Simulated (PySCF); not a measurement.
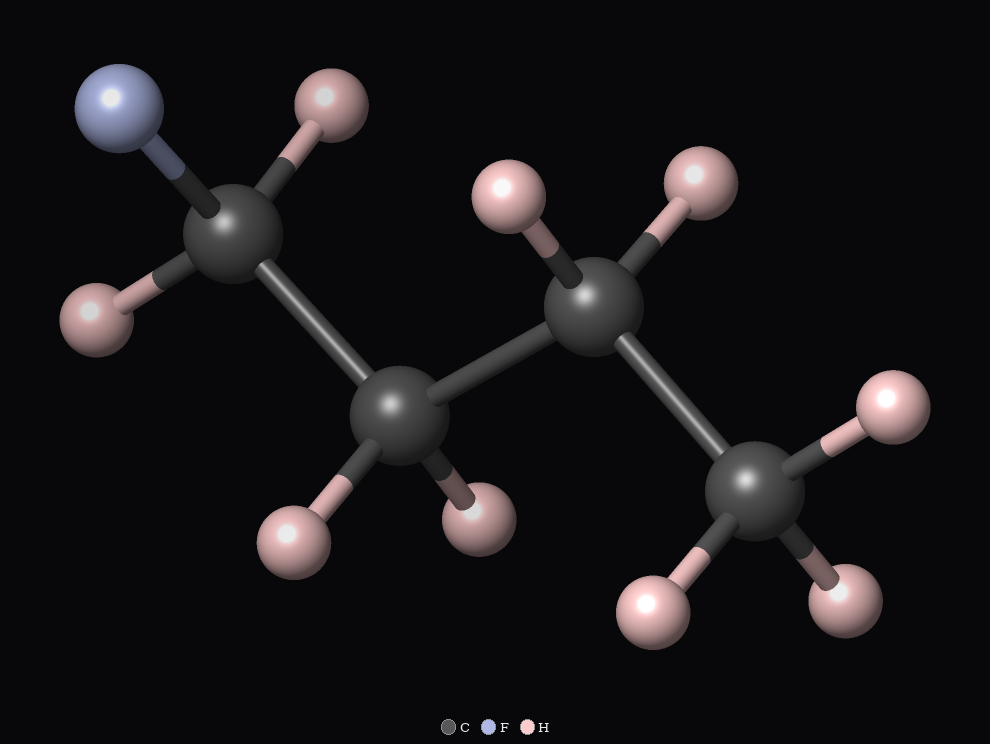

> Give the formula.

C4H9F, 14 atoms: 4 carbon, 9 hydrogen and 1 fluorine.

> Give a SMILES string for it.

CCCCF

> Name some functional groups or characteristic bonds that it holds.

Among them: C–F bond.

> Does it have rings?

It has no ring.

More results for the same structure follow; atom numbers are the same in all pictures, views and colours differ. The computed structure is the end point of a PBE0-D3(BJ)/def2-SVP optimisation. No frequency run is at hand to confirm it as a minimum.

Shape

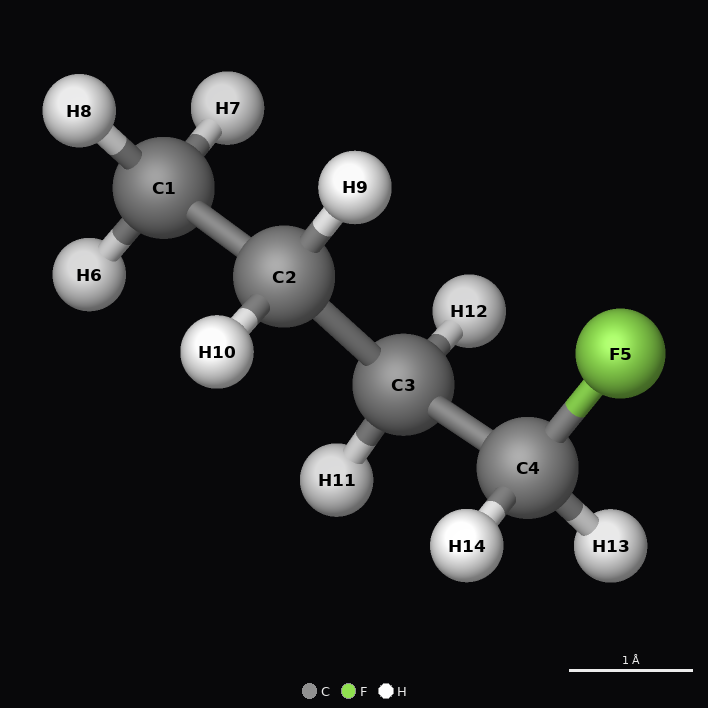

Atoms carry their numbers in the input. No frequency run is at hand to confirm it as a minimum.

What are the angles C1–C2–C3, C1–C2–H9, C1–C2–H10, C2–C1–H6, C2–C3–C4, C2–C3–H11, C2–C3–H12, C3–C2–H9, C3–C4–F5, C3–C4–H14, C4–C3–H11, C4–C3–H12?

```tsv
angle	degrees
C1–C2–C3	113.3
C1–C2–H9	110.1
C1–C2–H10	109.8
C2–C1–H6	111.4
C2–C3–C4	113.5
C2–C3–H11	110.3
C2–C3–H12	109.8
C3–C2–H9	108.4
C3–C4–F5	110.4
C3–C4–H14	110.9
C4–C3–H11	108.2
C4–C3–H12	108.5
```

Levels of theory compared

No frequency run is at hand to confirm it as a minimum. Program: PySCF 2.14.0.

At this fixed geometry, give dipole (D), HOMO–LUMO gap (eV), HOMO energy (eV) at these levels: B3LYP/pcJ-1; CAM-B3LYP/def2-SVPD; CAM-B3LYP/pcSseg-2; PBE0/pcSseg-1.

```
              level  dipole (D)  HOMO–LUMO gap (eV)  HOMO energy (eV)
        B3LYP/pcJ-1        1.73               10.09             −8.83
CAM-B3LYP/def2-SVPD        1.84               12.00            −10.59
 CAM-B3LYP/pcSseg-2        1.80               11.87            −10.53
      PBE0/pcSseg-1        1.75               10.61             −9.06
```

Excitation

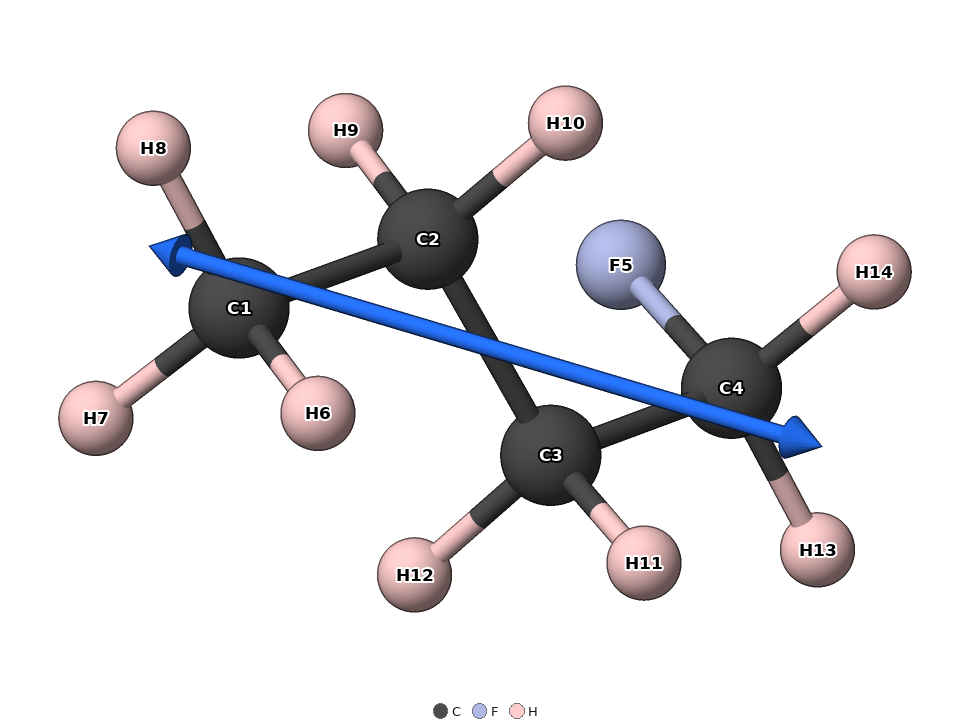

The double arrow shows the direction of the transition dipole to excited singlet state 9 (its length means nothing). No frequency run is at hand to confirm it as a minimum. Properties computed with TDDFT CAM-B3LYP/def2-SVPD, vertical, gas phase, core orbitals frozen in the response (PySCF 2.14.0).

> Give its energy, strength and character.

9.90 eV (125 nm), oscillator strength 0.086, mainly HOMO−2 → LUMO+2 (weight 0.64); transition dipole 1.52 D.

Polarisability

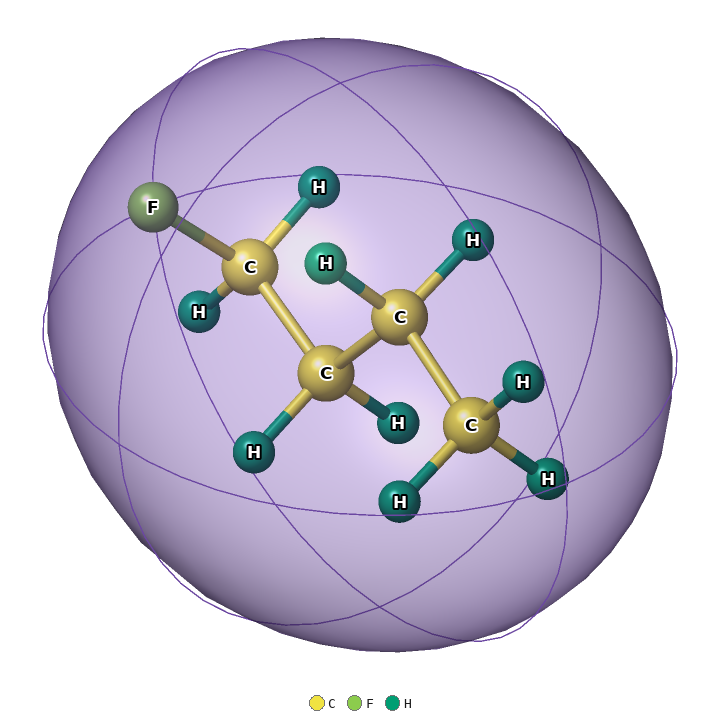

The ellipsoid shows the static dipole polarisability: its half-axes are proportional to the principal values. No frequency run is at hand to confirm it as a minimum. Computed with CAM-B3LYP/def2-SVPD (PySCF 2.14.0).

> Give the principal values, the mean and the anisotropy.

Principal values 48.2, 49.9, 59.0 bohr³; mean 52.4 bohr³ (7.76 Å³); anisotropy 10.1 bohr³, so the longest axis is 1.22 times the shortest.
